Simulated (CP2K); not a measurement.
**C2HBCl2 (SMILES C#CB(Cl)Cl) at MNDO**

What is the energy difference between two shapes of C2HBCl2 at MNDO? 

Program for the calculation: CP2K 2026.2.

3 further runs of the same task are left out: 3 set aside as unsound or not needed.

**1. The structure to begin with**

The species is C2HBCl2 (6 atoms), meant as a singlet with charge 0. As SMILES, `C#CB(Cl)Cl`. The coordinates come from a GFN2-xTB relaxation.

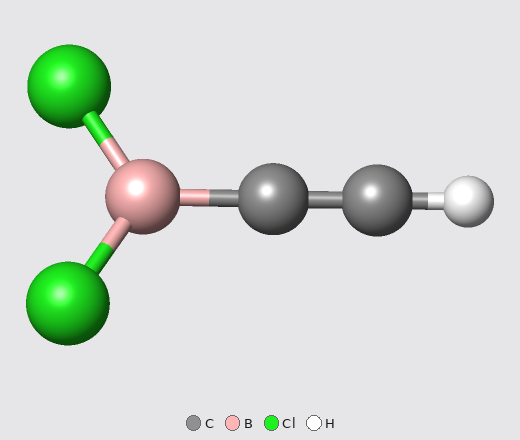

Viewed from a chosen angle; carbon grey, boron pink, chlorine green, hydrogen white.

**2. Energy and gradient at MNDO**

File calc.inp:

```
&FORCE_EVAL
  METHOD QS
  &DFT
    CHARGE 0
    MULTIPLICITY 1
    &QS
      METHOD MNDO
      EPS_DEFAULT 1.0E-10
      &SE
        &COULOMB
          CUTOFF [angstrom] 50
          RC_RANGE [angstrom] 0
        &END COULOMB
        &EXCHANGE
          CUTOFF [angstrom] 50
          RC_RANGE [angstrom] 0
        &END EXCHANGE
      &END SE
    &END QS
    &POISSON
      PERIODIC NONE
      POISSON_SOLVER ANALYTIC
    &END POISSON
    &SCF
      SCF_GUESS ATOMIC
      EPS_SCF 1.0E-06
      MAX_SCF 40
      &OT ON
        MINIMIZER DIIS
        PRECONDITIONER FULL_ALL
      &END OT
      &OUTER_SCF
        EPS_SCF 1.0E-06
        MAX_SCF 5
      &END OUTER_SCF
    &END SCF
    &PRINT
      &MOMENTS
        PERIODIC F
        REFERENCE COM
        MAX_MOMENT 1
      &END MOMENTS
      &MO_CUBES
        NLUMO 1
        NHOMO -1
        WRITE_CUBE F
      &END MO_CUBES
      &HIRSHFELD OFF
      &END HIRSHFELD
    &END PRINT
  &END DFT
  &SUBSYS
    &CELL
      ABC [angstrom] 11.2 10.9 11.6
      PERIODIC NONE
    &END CELL
    &COORD
      UNIT bohr
      C     -1.9472494     0.5594534     2.4206069
      C     -0.5465844     0.1651432     0.6699835
      B      1.2154152    -0.3459144    -1.5147856
      Cl     1.5437740    -3.3702887    -2.6654398
      Cl     2.9028083     2.0858986    -2.8607430
      H     -3.1681636     0.9056890     3.9503780
    &END COORD
    &TOPOLOGY
      &CENTER_COORDINATES
      &END CENTER_COORDINATES
    &END TOPOLOGY
  &END SUBSYS
  &PRINT
    &FORCES ON
    &END FORCES
  &END PRINT
&END FORCE_EVAL

&GLOBAL
  PROJECT_NAME calc
  RUN_TYPE ENERGY_FORCE
  PRINT_LEVEL MEDIUM
&END GLOBAL
```

Command:

```bash
$ OMP_NUM_THREADS=1 cp2k.psmp calc.inp > calc.out
```

Standard output:

```text
CP2K| version string:                                       CP2K version 2026.2
[...]
 GLOBAL| Method name                                                        CP2K
[...]
 GLOBAL| Run type                                                   ENERGY_FORCE
[...]
                             - Atoms:                                          6
[...]
                             - Spherical basis functions:                     21
[...]
 Number of electrons:                                                         26
[...]
     1 OT DIIS     0.15E+00    0.0     0.42016812       -33.7713544510 -3.38E+01
[...]
     7 OT DIIS     0.15E+00    0.0     0.00000055       -38.5724041145 -7.85E-11
  *** SCF run converged in     7 steps ***
  Core-core repulsion energy [eV]:                           1415.24783822737777
  Core Hamiltonian energy [eV]:                             -1710.89502141266667
  Two-electron integral energy [eV]:                        -1507.92262288988127
  Electronic energy [eV]:                                   -2464.85633285760741
  Total energy [eV]:                                        -1049.60849463022942
  Atomic reference energy [eV]:                              1048.93786979640254
  Heat of formation [kcal/mol]:                               -15.46497728301232
[...]
 SE_DIPOLE| Moment [Debye]          1.15483797      -0.33550038      -1.44440281
 SE_DIPOLE| Derivative [a.u.]       0.00000000       0.00000000       0.00000000
 *** WARNING in qs_scf_post_se.F:140 :: Printing of MO cube files not ***
 *** implemented for Semi-Empirical method.                           ***
 ENERGY| Total FORCE_EVAL ( QS ) energy [hartree]            -38.572404114533704
 FORCES| Atomic forces [hartree/bohr]
 FORCES|   Atom     x               y               z               |f|
 FORCES|      1  2.86212553E-03 -5.88605565E-04 -3.55092760E-03   4.59862000E-03
 FORCES|      2  1.77794449E-02 -5.39057400E-03 -2.16596061E-02   2.85360383E-02
 FORCES|      3 -3.92930821E-02  1.13208905E-02  4.84680030E-02   6.34133754E-02
 FORCES|      4  3.07969036E-03 -2.87163765E-02 -1.09025789E-02   3.08703903E-02
 FORCES|      5  1.59777955E-02  2.32654590E-02 -1.27052567E-02   3.09514955E-02
 FORCES|      6 -4.05974159E-04  1.09206611E-04  3.50366238E-04   5.47263741E-04
 FORCES| Sum    -1.11022302E-16 -4.99600361E-16  1.66533454E-16
 FORCES| Total atomic force                                       5.38200579E-16
[...]
```

It took 0.93 s on 1 thread of Arm Neoverse N1, shared host; peak memory 0.14 GiB.

**3. The distorted shape at the same level**

File calc.inp:

```
&FORCE_EVAL
    METHOD QUICKSTEP
    &DFT
        &QS
            METHOD MNDO
            EPS_DEFAULT 1.0E-10
            &SE
                &COULOMB
                    CUTOFF [angstrom] 50
                    RC_RANGE [angstrom] 0
                &END COULOMB
                &EXCHANGE
                    CUTOFF [angstrom] 50
                    RC_RANGE [angstrom] 0
                &END EXCHANGE
            &END SE
        &END QS
        &POISSON
            PERIODIC NONE
            POISSON_SOLVER ANALYTIC
        &END POISSON
        &SCF
            SCF_GUESS ATOMIC
            EPS_SCF 1.0E-06
            MAX_SCF 40
            &OT
                MINIMIZER DIIS
                PRECONDITIONER FULL_ALL
            &END OT
            &OUTER_SCF
                EPS_SCF 1.0E-06
                MAX_SCF 5
            &END OUTER_SCF
        &END SCF
        &PRINT
            &MOMENTS
                PERIODIC F
                REFERENCE COM
                MAX_MOMENT 1
            &END MOMENTS
            &MO_CUBES
                NLUMO 1
                NHOMO -1
                WRITE_CUBE F
            &END MO_CUBES
            &HIRSHFELD OFF
            &END HIRSHFELD
        &END PRINT
    &END DFT
    &SUBSYS
        &CELL
            ABC 11.3 10.8 11.6
            PERIODIC NONE
        &END CELL
        &COORD
            UNIT bohr
            C     -1.7970521     0.4839230     2.2365079
            C     -0.3931027     0.0910924     0.9305994
            B      0.9582612    -0.3131824    -1.6202228
            Cl     1.4304887    -3.4330201    -2.5157546
            Cl     3.2003117     1.9197822    -2.7762571
            H     -3.1174226     0.7638953     4.0068260
        &END COORD
        &TOPOLOGY
            &CENTER_COORDINATES
            &END CENTER_COORDINATES
        &END TOPOLOGY
    &END SUBSYS
    &PRINT
        &FORCES ON
        &END FORCES
    &END PRINT
&END FORCE_EVAL

&GLOBAL
    PROJECT calc
    RUN_TYPE ENERGY_FORCE
    PRINT_LEVEL MEDIUM
&END GLOBAL
```

Command:

```bash
$ OMP_NUM_THREADS=1 cp2k.psmp -i calc.inp -o calc.out
```

Standard output:

```text
CP2K| version string:                                       CP2K version 2026.2
[...]
 GLOBAL| Method name                                                        CP2K
[...]
 GLOBAL| Run type                                                   ENERGY_FORCE
[...]
                             - Atoms:                                          6
[...]
                             - Spherical basis functions:                     21
[...]
 Number of electrons:                                                         26
[...]
     1 OT DIIS     0.15E+00    0.0     0.43794413       -33.5738823448 -3.36E+01
[...]
    11 OT DIIS     0.15E+00    0.0     0.00000058       -38.4730673028 -5.39E-11
  *** SCF run converged in    11 steps ***
  Core-core repulsion energy [eV]:                           1429.49949913042337
  Core Hamiltonian energy [eV]:                             -1714.85455692754272
  Two-electron integral energy [eV]:                        -1523.10068943627584
  Electronic energy [eV]:                                   -2476.40490164568064
  Total energy [eV]:                                        -1046.90540251525726
  Atomic reference energy [eV]:                              1048.93786979640254
  Heat of formation [kcal/mol]:                                46.86981266710810
[...]
 SE_DIPOLE| Moment [Debye]          1.73410098      -0.33911631      -1.01270137
 SE_DIPOLE| Derivative [a.u.]       0.00000000       0.00000000       0.00000000
 *** WARNING in qs_scf_post_se.F:140 :: Printing of MO cube files not ***
 *** implemented for Semi-Empirical method.                           ***
 ENERGY| Total FORCE_EVAL ( QS ) energy [hartree]            -38.473067302808190
 FORCES| Atomic forces [hartree/bohr]
 FORCES|   Atom     x               y               z               |f|
 FORCES|      1 -3.79652515E-01  9.91737890E-02  4.16199681E-01   5.72008433E-01
 FORCES|      2  3.30413977E-01 -8.47538324E-02 -3.96948042E-01   5.23377834E-01
 FORCES|      3  2.91221234E-02  9.74581186E-03  6.78590553E-02   7.44844300E-02
 FORCES|      4 -6.69328338E-03 -1.96200827E-02 -1.72435100E-02   2.69645383E-02
 FORCES|      5 -1.49310866E-02  2.04415261E-03 -4.67455192E-03   1.57786990E-02
 FORCES|      6  4.17407845E-02 -6.58983833E-03 -6.51926324E-02   7.76904008E-02
 FORCES| Sum     2.22044605E-16 -4.02455846E-16 -1.11022302E-16
 FORCES| Total atomic force                                       4.72864110E-16
[...]
```

Run time: 1 s. Hardware: 1 thread of Arm Neoverse N1, shared host; peak memory 0.14 GiB.

**4. Outcome**

Level: MNDO.

```
                                                  quantity           value
                                 first shape: total energy    -38.57240 Eh
                                first shape: dipole moment          1.88 D
    first shape: heat of formation at this unrelaxed shape  -15.5 kcal/mol
                     first shape: largest force on an atom      3.261 eV/Å
                             distorted shape: total energy    -38.47307 Eh
                            distorted shape: dipole moment          2.04 D
distorted shape: heat of formation at this unrelaxed shape   46.9 kcal/mol
                 distorted shape: largest force on an atom     29.414 eV/Å
                    energy change with the atoms displaced        2.703 eV
```

What this shows: With the atoms displaced the energy rises by 2.70 eV (62 kcal/mol). The first shape isn't relaxed at this level, so the change isn't measured from a minimum. The largest force (first shape) is 3.26 eV/Å: the shape isn't a stationary point for this species at this level.
